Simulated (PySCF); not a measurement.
**C$_{4}$H$_{13}$NOSi: density, localisation and related maps**

Input

```
{"job": {"kind": "nmr", "xc": "PBE0", "basis": "pcSseg-1"}, "charge": 0, "multiplicity": 1}
C     -0.767684    -0.156345    -1.281457
C     -0.709065     0.184586     0.209931
C     -1.589762     1.403634     0.499478
C     -1.184047    -1.006644     1.045807
Si     1.068003     0.644085     0.684556
N      2.072906    -0.727350     0.357179
O      1.637710     1.951452    -0.185851
H     -0.441013     0.695281    -1.900359
H     -0.124608    -1.014813    -1.531886
H     -1.799468    -0.407243    -1.585602
H     -2.634855     1.207741     0.200700
H     -1.593506     1.658003     1.571772
H     -1.241507     2.291844    -0.051168
H     -1.099646    -0.808772     2.127288
H     -0.613704    -1.924567     0.827758
H     -2.245148    -1.230426     0.835164
H      1.091767     1.140143     2.094302
H      1.677553    -1.658756     0.417505
H      3.043349    -0.734757     0.651354
H      1.907821     1.739104    -1.084543
```

Command:

```sh
OMP_NUM_THREADS=1 python probes_run.py task.json out
```

Geometry: PBE0-D3(BJ)/def2-SVP.

Method: PBE0/pcSseg-1, SCF density, gas phase, non-relativistic (PySCF 2.14.0).

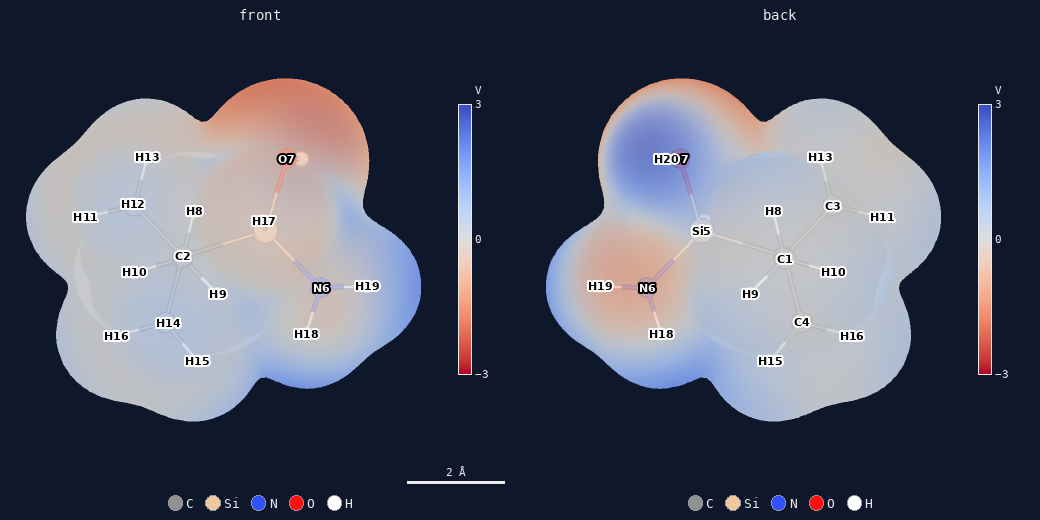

Figure 1. The molecular electrostatic potential painted on the density surface at 0.002 e/bohr³, seen from the front and from behind; the colour scale runs from red (negative) to blue (positive).

> Where is the surface potential most negative and most positive?

The most negative region (about −1.7 V, or −39 kcal/mol for a unit charge) lies over O7, the most positive (about +2.1 V, or +48 kcal/mol for a unit charge) over H20. O7 is the likeliest acceptor of a hydrogen bond.

> What dipole moment does the calculation give?

Its dipole moment is 2.13 D.

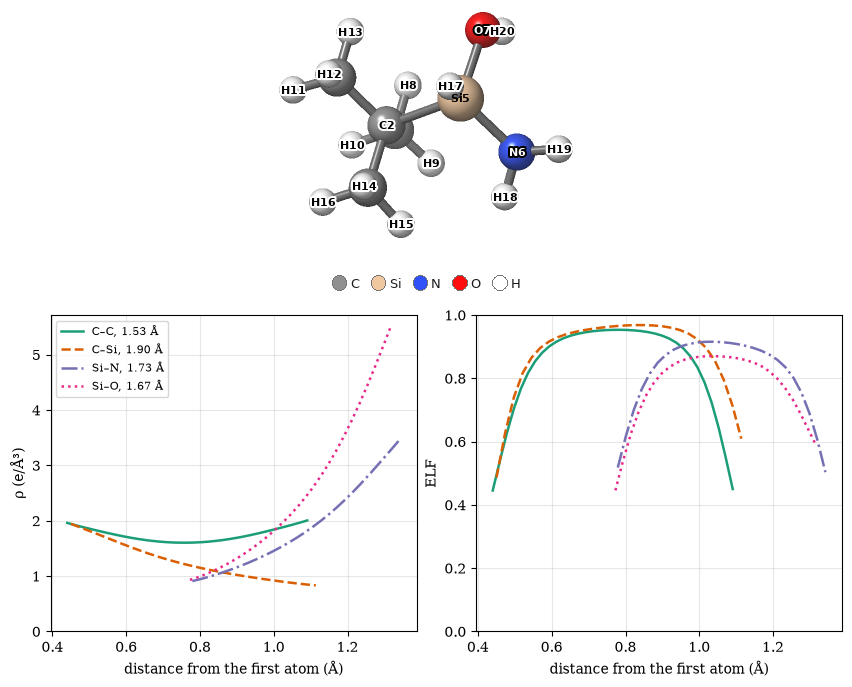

Figure 2. Total electron density and ELF along straight lines between neighbouring atoms. The curves leave out the atomic cores. The structure is drawn too.

> Compare the contacts.

C–C (1.53 Å): ρ at the midpoint is about 1.6 e/Å³; the ELF peaks at about 0.95 between the atoms; a shared electron pair.
C–Si (1.90 Å): ρ at the midpoint is about 0.97 e/Å³; the ELF peaks at about 0.95 between the atoms; localised, covalent bonding.
Si–N (1.73 Å): ρ is about 1.1 e/Å³ halfway; the ELF peaks at about 0.90 between the atoms (a shared but strongly polarised pair).
Si–O (1.67 Å): ρ at the midpoint is about 1.1 e/Å³; the ELF peaks at about 0.85 between the atoms; a shared but strongly polarised pair.
